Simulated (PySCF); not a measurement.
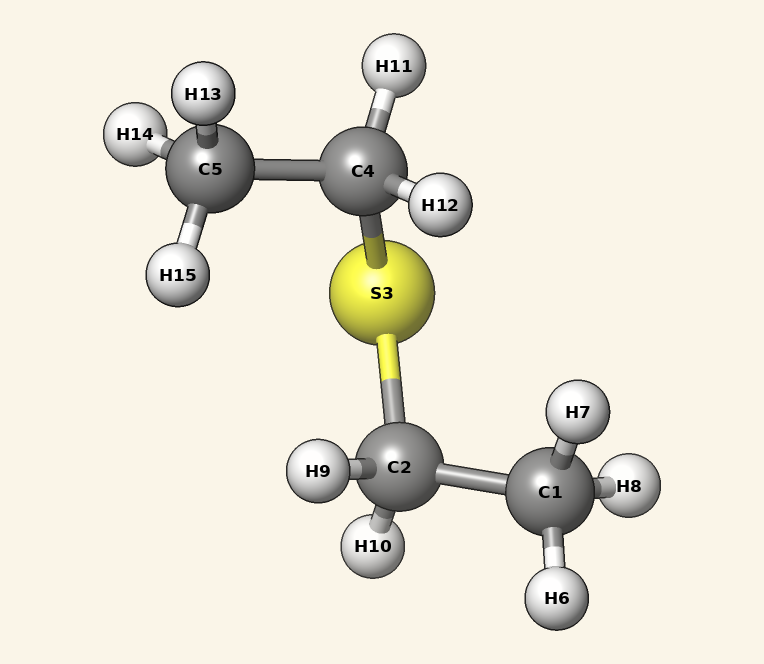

The computed structure is the end point of a GFN2-xTB optimisation. No frequency run is at hand to confirm it as a minimum. Properties computed with delta-SCF UKS SCAN, pcX-2 on the ionised atom, pcseg-1 elsewhere, spin-free X2C (PySCF 2.14.0).

Give the core-electron binding energies (to vacuum; p and d levels without spin–orbit splitting) of C1 1s, C2 1s, S3 1s, S3 2p.

```tsv
atom	level	binding energy (eV)
C1	1s	290.6
C2	1s	291.1
S3	1s	2476.4
S3	2p	169.1
```
